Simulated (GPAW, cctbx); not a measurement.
# How far are the atoms of YTi2Pd2 from free atoms?

Question: by how much does bonding change the X-ray structure factors of YTi2Pd2, how firmly does DFT give the change, and what does a routine refinement make of it?

The start was made by putting kin elements into a known structure type; the compound need not exist, or be stable, in this form. All numbers below are calculated.

**1. Relax the structure**

The density hangs on the geometry, so cell and atoms are relaxed first, with the symmetry held. The cutoff is set higher than for the density because stress converges slowly with plane waves.

Settings: GPAW 26.7.0, PBE, 570 eV, 5×5×5 k-points, Fermi–Dirac width 0.1 eV, BFGS to 0.03 eV/Å.

```text
cell
1.0
     4.215000000    0.000000000    0.000000000
     0.000000000    4.215000000    0.000000000
    -2.107500000   -2.107500000    5.064500000
Pd Y Ti
2 1 2
Direct
0.250000000 0.750000000 0.500000000
0.750000000 0.250000000 0.500000000
0.000000000 0.000000000 0.000000000
0.373200000 0.373200000 0.746400000
0.626800000 0.626800000 0.253600000
```

```console
$ OMP_NUM_THREADS=1 mpirun -n 4 gpaw python run.py > gpaw.log
```

```text
BFGS:    0      -26.388194        2.046825
BFGS:    1      -26.547684        1.700230
BFGS:    2      -26.902726        0.503078
BFGS:    3      -26.929812        0.609219
...
BFGS:   13      -27.105534        0.302445
BFGS:   14      -27.120650        0.108212
BFGS:   15      -27.124928        0.006453
cell  4.6553 4.6553 5.7452  113.90 113.90 90.00
volume 102.043 A^3, largest force 0.004 eV/A, largest stress 0.05 GPa
```

The cell moved far, while the k-mesh and basis were chosen for the start, so the final shape may be somewhat biased.

After 15 steps the volume has changed by +13.4 % and the energy by -0.737 eV; the largest stress left is 0.05 GPa. It took 6.1 min on 4 cores of Arm Neoverse V2 (shared host), peak memory 1.3 GiB.

Relaxed structure: I4/mmm (no. 139), a = 4.6553 Å, b = 4.6553 Å, c = 9.4173 Å, α = 90.00°, β = 90.00°, γ = 90.00°.

| atom | mult. | x | y | z |
| --- | --- | --- | --- | --- |
| Pd1 | 4 | 0 | 1/2 | 1/4 |
| Y1 | 2 | 0 | 0 | 0 |
| Ti1 | 4 | 0 | 0 | 0.3623 |

**2. The all-electron density**

X-rays see the whole electron density, so the PAW density is rebuilt with its core regions. Subtracting spherical free atoms from the same code cancels the cores and leaves the deformation density Δρ, the part due to bonding.

Settings: PBE, 450 eV, 6×6×6 k-points, Fermi–Dirac width 0.1 eV; primitive cell of 5 atoms.

```console
$ OMP_NUM_THREADS=1 mpirun -n 4 gpaw python run.py > gpaw.log
```

```text
|iter:   1|       0s |  -38.729421 | +0.10 |       |
|iter:   2|       2s |  -29.784876 | -0.46 | -0.72 |
|iter:   3|       4s |  -27.865702 | -0.88 | -1.08 |
...
|iter:  14|      25s |  -26.953512c| -6.88 | -5.31c|
|iter:  15|      26s |  -26.953512c| -7.32 | -5.28c|
|iter:  16|      28s |  -26.953512c| -7.63c| -6.27c|
```

```text
gpts.py:43: UserWarning: Initial realspace grid (24,24,30) inconsistent with symmetries.
gpts.py:43: UserWarning: Initial realspace grid (24,24,30) inconsistent with symmetries.
gpts.py:43: UserWarning: Initial realspace grid (24,24,30) inconsistent with symmetries.
gpts.py:43: UserWarning: Initial realspace grid (24,24,30) inconsistent with symmetries.
gpts.py:70: UserWarning: Using symmetrized grid: (30,30,30).
gpts.py:70: UserWarning: Using symmetrized grid: (30,30,30).
gpts.py:70: UserWarning: Using symmetrized grid: (30,30,30).
gpts.py:70: UserWarning: Using symmetrized grid: (30,30,30).
grid (60, 60, 60)  electrons 175.000  moved by bonding 1.509 e
deformation density beyond 0.5 A of the nuclei: max 0.269, min -0.306 e/A^3
atom        x       y       z   Voronoi charge  moment
Pd1    0.2500  0.7500  0.5000      0.101       0.00
Pd2    0.7500  0.2500  0.5000      0.101       0.00
Y 3    0.0000  0.0000  0.0000      0.191       0.00
Ti4    0.3623  0.3623  0.7246     -0.196       0.00
Ti5    0.6377  0.6377  0.2754     -0.196       0.00
mean inner potential of superposed free atoms 20.952 V
total magnetic moment 0.000 muB
```

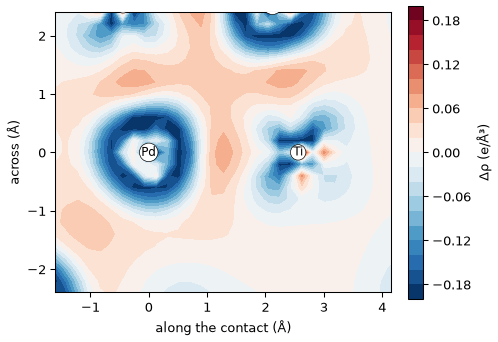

Deformation density in a plane through the shortest contact of the Pd atom at the origin; red gains electrons, blue loses them.

Ti gains most (-0.20 e) and Y loses most (+0.19 e), which isn't the order of electronegativity: valence and coordination count too, and Voronoi cells cut space at the midplane whatever the atoms' sizes. Along the shortest contact from the Pd atom at the map's origin, Pd–Ti at 2.56 Å, Δρ is +0.07 e/Å³ at the midpoint: a modest build-up. At the midpoints of other shortest contacts it is +0.10 (Ti–Ti, 2.59 Å), +0.05 (Pd–Pd, 3.29 Å) and +0.01 (Pd–Y, 3.31 Å) e/Å³. Point values carry grid noise of about 0.01 e/Å³. The run needed 16 iterations, 37 s.

**3. From the density to structure factors**

The Fourier components of Δρ, added to those of the free atoms, give the static X-ray structure factors; the Mott–Bethe relation turns them into the Fourier components V of the potential that fast electrons feel.

```text
static structure factors of the conventional cell: F in electrons, V (Mott-Bethe) in volts
   h  k  l      d  |F| table  |F| free   |F| DFT   change   |V| free  |V| DFT  change %
   0  0  2  4.7086   113.561   113.051   112.493   -0.559     3.442    3.720      8.1
   1  0  1  4.1732    20.227    20.281    19.866   -0.415     0.252    0.414     64.5
   1  1  0  3.2918    25.087    24.736    23.711   -1.025     1.639    1.390    -15.2
   1  1  2  2.6979   204.814   204.547   203.271   -1.276     7.109    7.318      2.9
   1  0  3  2.6027   117.643   117.435   117.032   -0.403     5.439    5.500      1.1
   0  0  4  2.3543   146.729   146.707   146.275   -0.431     3.949    4.003      1.4
   2  0  0  2.3277   267.847   267.414   266.135   -1.279    10.049   10.205      1.5
   2  0  2  2.0866    91.065    90.968    89.666   -1.302     2.835    2.962      4.5
   2  1  1  2.0328    19.252    19.330    19.377    0.047     0.148    0.144     -2.9
   1  1  4  1.9150   132.624   132.447   131.090   -1.358     4.704    4.816      2.4
   1  0  5  1.7460    74.514    74.494    74.037   -0.457     2.514    2.545      1.2
   2  1  3  1.7350   100.075   100.016    99.810   -0.206     3.595    3.609      0.4
   2  0  4  1.6552   128.589   128.683   128.513   -0.169     3.061    3.072      0.3
   2  2  0  1.6459   230.425   230.406   230.015   -0.391     7.276    7.300      0.3
```

The largest X-ray change is -1.36 e on 114, 1.0 % of |F|. For electrons V goes as (Z − F)/g², so a change of F counts against Z − F, which is small at low angle and wherever the atoms' terms cancel: |V| of 101 moves by +64.5 % (0.25 to 0.41 V) against -2.0 % in |F|. The tabulated Hartree–Fock atoms differ from the free DFT atoms by up to 0.51 e, so the choice of reference atom matters too.

**4. Which functional?**

The same geometry is run with other functionals, to see whether the bonding signal is larger than the spread between approximations. Free atoms are LDA for LDA and PBE otherwise; meta-GGAs and hybrids keep PBE cores. Any other changed setting is in the row's label.

```csv
run,ΔF 114 (e),ΔF 202 (e),ΔF 200 (e),q(Ti) (e),moved (e),time
PBE,-1.358,-1.302,-1.279,-0.196,1.509,37 s
LDA,-1.360,-1.299,-1.268,-0.192,1.481,36 s
SCAN,-1.567,-1.508,-1.348,-0.154,1.697,2.5 min
```

At the base's settings ΔF(114) spans -1.567 to -1.358 e, a spread of 15 % of the PBE value; over the three listed reflections the spread is at most 16 %, so sign and size hold across the functionals. Times are from shared hosts.

**5. Refining ordinary atoms against data with bonding**

Routine crystallography fits spherical atoms. To see the bias, intensities are simulated from tabulated atoms plus the DFT change ΔF, so that bonding alone can misfit (3426 reflections of the full sphere, merged to the counts below, to 0.5 Å, 1.5 % proportional noise plus counting noise, assumed isotropic U as listed, Δρ smeared by the mean U) and refined with cctbx over different ranges.

| range | data | R1 | GooF | U Pd1 (true 0.0062) | U Y1 (true 0.0066) | U Ti1 (true 0.0081) | largest shift (Å) | Δρ max, min (e/Å³) |
| --- | --- | --- | --- | --- | --- | --- | --- | --- |
| all data | 287 | 0.0044 | 1.13 | 0.0062 | 0.0066 | 0.0081 | 0.0003 | 0.37, -0.23 |
| low resolution, d > 0.84 | 71 | 0.0043 | 1.32 | 0.0059 | 0.0063 | 0.0079 | 0.0010 | 0.26, -0.12 |
| high order, d < 0.75 | 190 | 0.0045 | 1.02 | 0.0062 | 0.0066 | 0.0081 | 0.0001 | 0.27, -0.16 |
| occupancies free, d > 0.7 | 116 | 0.0040 | 1.23 | 0.0061 | 0.0067 | 0.0082 | 0.0008 | 0.25, -0.16 |

With all data GooF is 1.13, diluted by the many high-angle data; the misfit shows at low resolution; the top residual peak lies 0.54 Å from Ti and 2.38 Å from Pd. No U is off by more than 3 s.u. at low resolution. With Pd1 held at 1 and the scale free, the other occupancies refine to Y1 1.003(0.002) and Ti1 1.002(0.002), within three s.u. of full.

**6. Answer**

Bonding moves 1.51 e in the primitive cell of YTi2Pd2 and changes the structure factors of the conventional cell in the table above by at most 1.36 e (114, 1.0 %), and among reflections above 2 % of the strongest by up to 4.1 % (110). The shortest bond, Pd–Ti, has Δρ = +0.07 e/Å³ at its midpoint. At the base's settings ΔF(114) spans -1.567 to -1.358 e, a spread of 15 % of the PBE value; over the three listed reflections the spread is at most 16 %, so sign and size hold across the functionals. With all data GooF is 1.13, diluted by the many high-angle data. Limits: static density, frozen cores, no spin–orbit coupling.

[Outputs are excerpts: Python notices, other lines and further rows are left out; steps that failed or that the build refused (PBEsol, TPSS) are not shown.]

[Logs are printed without paths, hosts, clocks, repeated set-up lines and the standing remarks that a program may print on its own settings, such as how far it seeks lower states.]
